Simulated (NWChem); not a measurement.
# One shape, several levels: doublet HCl+

We compute a comparison of 4 runs (UHF/STO-3G, UHF/3-21G, UB3LYP/6-31G*) of doublet HCl+. 

The calculation is run with NWChem 7.3.0.

### Step 1. Starting point

The species is HCl+ (2 atoms), meant as a doublet with charge +1. As SMILES of the parent species, `Cl`. Geometry: relaxed at PBE0-D4/def2-TZVP. That shape belongs to the parent species and isn't relaxed for this state.

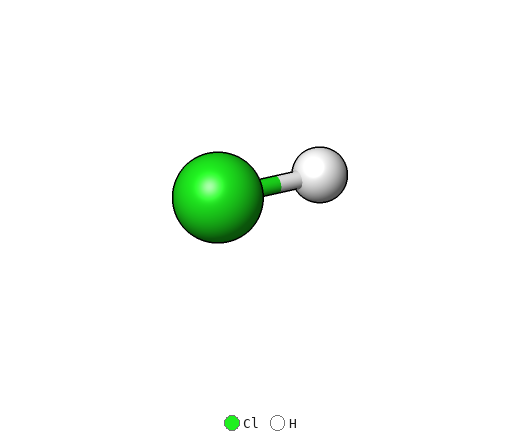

Viewed from a chosen angle; chlorine green, hydrogen white.

### Step 2. A single-point energy at UHF/STO-3G (run 1)

File m1.nw:

```
start m1
title "ClH hf"
memory stack 880 mb heap 220 mb global 1100 mb
charge 1
geometry units angstroms noautosym nocenter noautoz
 Cl       0.546000      -0.178500       0.280800
 H       -0.546000       0.178500      -0.280800
end
basis spherical bse
 * library STO-3G
end
scf
 doublet
 uhf
 thresh 1e-08
 maxiter 80
 noprint "final vectors analysis"
end
task scf energy
```

Started as:

```console
$ nwchem m1.nw > m1.out
```

The log of the run:

```text
[...]
  functions       =    10
[...]
  wavefunction    = UHF
[...]
         Total SCF energy =   -454.726981764532
      One electron energy =   -634.093581341214
      Two electron energy =    172.331822117361
 Nuclear repulsion energy =      7.034777459321
                       Sz =      0.5000
                 Sz(Sz+1) =      0.7500
                      S^2 =      0.7521
[...]
```

Wall time 0.58 s (1 thread of Intel Xeon Platinum 8375C at 2.90GHz (Ice Lake), shared host); peak memory 0.1 GiB.

### Step 3. A single-point energy at UHF/3-21G (run 2)

File run.py:

```python
from ase import Atoms
from ase.calculators.nwchem import NWChem

atoms = Atoms(['Cl', 'H'], positions=[
    [0.546000, -0.178500, 0.280800],
    [-0.546000, 0.178500, -0.280800],
])

calc = NWChem(
    label='mol',
    theory='scf',
    memory='2200 mb',
    basis='3-21G',
    basispar='spherical bse',
    charge=1,
    scf={'nopen': '1', 'uhf': None, 'thresh': '1e-08', 'maxiter': '80'},
    task='energy',
)
atoms.calc = calc

e = atoms.get_potential_energy()
print(f"E = {e:.6f} eV")
```

Started as:

```console
$ export ASE_NWCHEM_COMMAND="nwchem PREFIX.nwi > PREFIX.nwo"
$ python run.py
```

The log of the run:

```text
E = -12447.385312 eV
```

The calculator wrote mol.nwi:

```
title "mol"

permanent_dir mol

scratch_dir mol

start mol

geometry units angstrom nocenter noautosym noautoz
  Cl 5.4600000000000004e-01 -1.7849999999999999e-01 2.8079999999999999e-01
  H  -5.4600000000000004e-01 1.7849999999999999e-01 -2.8079999999999999e-01
end

charge 1

memory 2200 mb

basis spherical bse noprint
   * library 3-21G
end

scf
  nopen 1
  uhf
  thresh 1e-08
  maxiter 80
end

task scf energy
```

mol.nwo:

```text
Northwest Computational Chemistry Package (NWChem) 7.3.0
             --------------------------------------------------------

           Job information
           ---------------

    nwchem branch   = 7.3.0
    use scalapack   = T
    input           = mol.nwi
    prefix          = mol.
    data base       = mol/mol.db
    status          = startup
    nproc           =        1

           Memory information
           ------------------

    heap     =     72089594 doubles =      550.0 Mbytes
    stack    =     72089599 doubles =      550.0 Mbytes
    global   =    144179200 doubles =     1100.0 Mbytes (distinct from heap & stack)
    total    =    288358393 doubles =     2200.0 Mbytes
    verify   = yes
    hardfail = no

[... 33 lines left out ...]
            Nuclear Dipole moment (a.u.)
[... 59 lines left out ...]
 1-e energy   =    -610.946913
[... 7 lines left out ...]
         Quadratically convergent UHF
[... 14 lines left out ...]
       Final UHF  results
[... 3 lines left out ...]
      One electron energy =   -639.718491381572
[... 1 line left out ...]
 Nuclear repulsion energy =      7.034777459321
[... 27 lines left out ...]
          Final beta eigenvalues
[... 133 lines left out ...]
                     UHF Final Beta Molecular Orbital Analysis
[... 144 lines left out ...]
   Mulliken analysis of the spin density
   -------------------------------------

    Atom       Charge   Shell Charges
 -----------   ------   -------------------------------------------------------
    1 Cl  17     1.06   0.00  0.00  0.02  0.01  0.67  0.01  0.35
    2 H    1    -0.06  -0.03 -0.03

       Multipole analysis of the density wrt the origin
       ------------------------------------------------

     L   x y z        total         alpha         beta         nuclear
     -   - - -        -----         -----         ----         -------
     0   0 0 0      1.000000     -9.000000     -8.000000     18.000000

     1   1 0 0      0.160953     -8.725260     -7.622433     16.508646
[... 8 lines of this table left out ...]
     2   0 0 2     -8.370836     -7.214010     -6.225150      5.068324

 Task  times  cpu:        0.1s     wall:        0.1s
 Total times  cpu:        0.2s     wall:        0.2s
```

It took 1.4 s on 1 thread of Intel Xeon Platinum 8375C at 2.90GHz (Ice Lake), shared host; peak memory 0.1 GiB.

### Step 4. The energy at UB3LYP/6-31G(d) (spherical functions) (run 3)

File m1.nw:

```
START m1
memory stack 880 mb heap 220 mb global 1100 mb
charge 1

GEOMETRY noautosym nocenter noautoz
  Cl       0.546000      -0.178500       0.280800
  H       -0.546000       0.178500      -0.280800
END

BASIS spherical bse
  * library 6-31G*
END

DFT
  xc b3lyp
  mult 2
  grid xfine
  convergence energy 1e-08
  iterations 100
  mulliken
  print medium
END

TASK dft
```

Started as:

```console
$ nwchem m1.nw > m1.out
```

The log of the run:

```text
[...]
          Wavefunction type:  spin polarized.
          No. of atoms     :     2
          No. of electrons :    17
[...]
          Charge           :     1
          Spin multiplicity:     2
[...]
          AO basis - number of functions:    20
[...]
              XC Information
              --------------
                         B3LYP Method XC Potential
                     Hartree-Fock (Exact) Exchange  0.200
                        Slater Exchange Functional  0.800 local
                    Becke 1988 Exchange Functional  0.720 non-local
              Lee-Yang-Parr Correlation Functional  0.810
                  VWN I RPA Correlation Functional  0.190 local
[...]
 d= 0,ls=0.0,diis     1   -460.2218034334 -4.67D+02  3.51D-02  2.52D-01     0.4
[...]
 d= 0,ls=0.0,diis     8   -460.3239394305 -9.47D-10  3.33D-07  1.14D-11     2.2
[...]
         Total DFT energy =     -460.323939430537
      One electron energy =     -642.319486900821
           Coulomb energy =      203.252391308593
    Exchange-Corr. energy =      -28.291621297631
 Nuclear repulsion energy =        7.034777459321
[...]
      Total Density - Mulliken Population Analysis
     ---------------------------------------------
    Atom       Charge   Shell Charges
 -----------   ------   -------------------------------------------------------
    1 Cl  17    16.37   2.00  2.00  5.97  1.53  3.42  0.44  0.98  0.03
    2 H    1     0.63   0.46  0.17
[...]
      <S2> =      0.7524 (Exact =     0.7500)
[...]
```

Wall time 2.7 s (1 thread of Intel Xeon Platinum 8375C at 2.90GHz (Ice Lake), shared host); peak memory 0.12 GiB.

### Step 5. A single-point energy at UB3LYP/6-31G(d) (Cartesian functions) (run 4)

File calc.nw:

```
START calc
memory total 2200 mb
charge 1

GEOMETRY noautosym nocenter noautoz
  Cl     0.546000    -0.178500     0.280800
  H     -0.546000     0.178500    -0.280800
END

BASIS
  * library 6-31G*
END

DFT
  xc b3lyp
  mult 2
  grid xfine
  convergence energy 1e-08
  iterations 100
  mulliken
  print medium
END

TASK dft energy
```

Started as:

```console
$ nwchem calc.nw > calc.out
```

The log of the run:

```text
[...]
          Wavefunction type:  spin polarized.
          No. of atoms     :     2
          No. of electrons :    17
[...]
          Charge           :     1
          Spin multiplicity:     2
[...]
          AO basis - number of functions:    21
[...]
              XC Information
              --------------
                         B3LYP Method XC Potential
                     Hartree-Fock (Exact) Exchange  0.200
                        Slater Exchange Functional  0.800 local
                    Becke 1988 Exchange Functional  0.720 non-local
              Lee-Yang-Parr Correlation Functional  0.810
                  VWN I RPA Correlation Functional  0.190 local
[...]
 d= 0,ls=0.0,diis     1   -460.2067015374 -4.67D+02  4.58D-02  4.86D-01     0.4
[...]
 d= 0,ls=0.0,diis     8   -460.3273745192 -1.41D-09  6.08D-07  3.78D-11     2.3
[...]
         Total DFT energy =     -460.327374519161
      One electron energy =     -642.258849919997
           Coulomb energy =      203.169957881060
    Exchange-Corr. energy =      -28.273259939545
 Nuclear repulsion energy =        7.034777459321
[...]
      Total Density - Mulliken Population Analysis
     ---------------------------------------------
    Atom       Charge   Shell Charges
 -----------   ------   -------------------------------------------------------
    1 Cl  17    16.37   2.00  1.99  5.97  1.58  3.42  0.44  0.98 -0.02
    2 H    1     0.63   0.46  0.17
[...]
      <S2> =      0.7524 (Exact =     0.7500)
[...]
```

Wall time 2.8 s (1 thread of Intel Xeon Platinum 8375C at 2.90GHz (Ice Lake), shared host); peak memory 0.12 GiB.

### Step 6. The series

| run | level | iteration cap | module | energy (Eh) | ⟨S²⟩ | wall time |
| --- | --- | --- | --- | --- | --- | --- |
| 1 | UHF/STO-3G | 80 | scf | -454.726982 | 0.752 | 0.58 s |
| 2 | UHF/3-21G | 80 | scf | -457.432977 | 0.752 | 1.4 s |
| 3 | UB3LYP/6-31G* (spherical functions) | 100 | dft | -460.323939 | 0.752 | 2.7 s |
| 4 | UB3LYP/6-31G* (Cartesian functions) | 100 | dft | -460.327375 | 0.752 | 2.8 s |

### Step 7. What came out

| quantity | value |
| --- | --- |
| run 4: total energy | -460.32737 Eh |
| run 4: HOMO energy (highest over α and β) | -19.06 eV |
| run 4: LUMO energy (lowest over α and β) | -16.43 eV |
| run 4: ⟨S²⟩ | 0.752 |

What this shows: In run 1 the basis is minimal, so the values are rough. All runs together took 7.5 s, the longest 2.8 s.
